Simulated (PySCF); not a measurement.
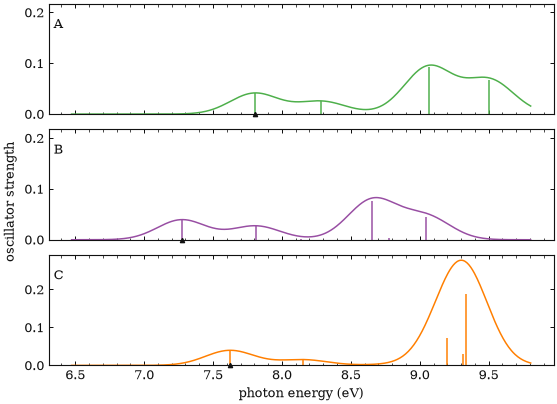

Vertical TDDFT spectra of C₅H₁₀, SMILES CC1(C)CC1 at one geometry and several levels (PySCF, at a PBE0-D3(BJ)/def2-SVP geometry (no frequency check)); sticks with Gaussians of 1/e half-width 0.25 eV, the triangle marks S1, which has the same leading orbital pair at all these levels. Only the lowest states were computed, so the high end is incomplete. States within 0.01 eV of each other are merged, with their strengths summed. The highest state may be half of a pair whose partner wasn't computed.

### The levels are PBE0/def2-SVPD, PBE0/def2-TZVP and ωB97X-D/def2-SVPD. Which panel is which?

A: ωB97X-D/def2-SVPD (S1 at 7.80 eV); B: PBE0/def2-SVPD (S1 at 7.27 eV); C: PBE0/def2-TZVP (S1 at 7.62 eV).

Limits of at least one run: core orbitals are frozen in the response; def2-TZVP has no diffuse functions, so states with Rydberg character are missing or too high; states above the negative HOMO energy depend on the basis.
